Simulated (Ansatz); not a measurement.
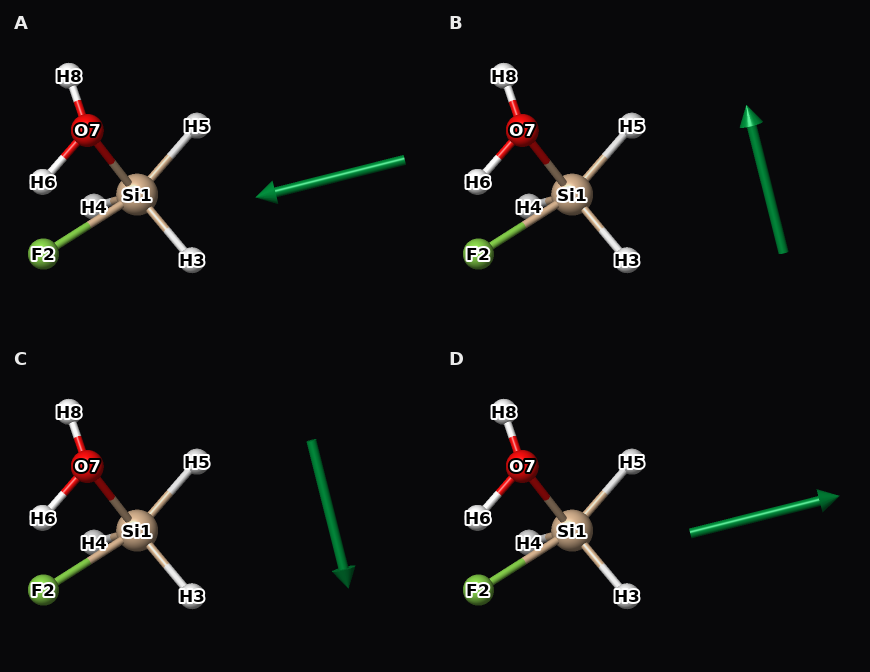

The same molecule four times, each with an arrow. The geometry was computed by a saddle-point search with PBE0-D4/def2-TZVP. Properties computed with RKS PBE0-D4/def2-TZVP (Ansatz 0.2.0).

### Which arrow points along the dipole moment, from the negative to the positive end?

B. The dipole moment is 3.01 D; it points from the side of H3 to the side of H8 (the outermost atoms at the two ends).
